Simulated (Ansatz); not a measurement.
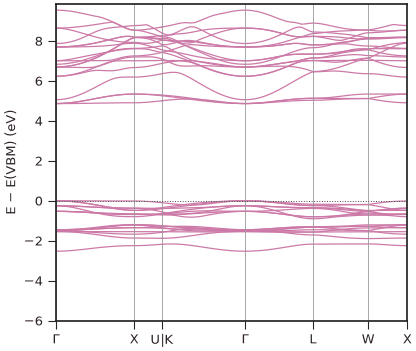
Band structure from plane-wave PAW r²SCAN (Ansatz code)

Q: Read off the gap and where the band edges lie.

A: About 4.9 eV (4.87 eV by a search for the band edges); maximum at Γ, minimum at Γ.

Q: Which of these materials gives this?
A. Cs2LiIrC6N6, Fm-3m (Pearson symbol cF64)
B. Cs2KYBr6, Fm-3m (K on 4b, Cs on 8c, Y on 4a, Br on 24e)
C. NaTl3F6, Fm-3m (Na on 4a, Tl on 8c, Tl on 4b, F on 24e)
D. Rb2ScAgCl6, Fm-3m (Rb on 8c, Sc on 4a, Ag on 4b, Cl on 24e)

A: B, Cs2KYBr6, Fm-3m (K on 4b, Cs on 8c, Y on 4a, Br on 24e)

The first step of the workflow began from a Materials Project structure, measured or hypothetical; the Crystallography Open Database copy checked does not list it. Whether it is the stable phase at ambient conditions was not checked. Symmetry was held in the r²SCAN relaxation; whether a distortion lowers the energy is not shown. No spin polarisation was allowed. Scalar-relativistic: spin–orbit coupling is off unless named, which matters more the heavier the elements.

Potentials: the later of the program's two PAW sets.
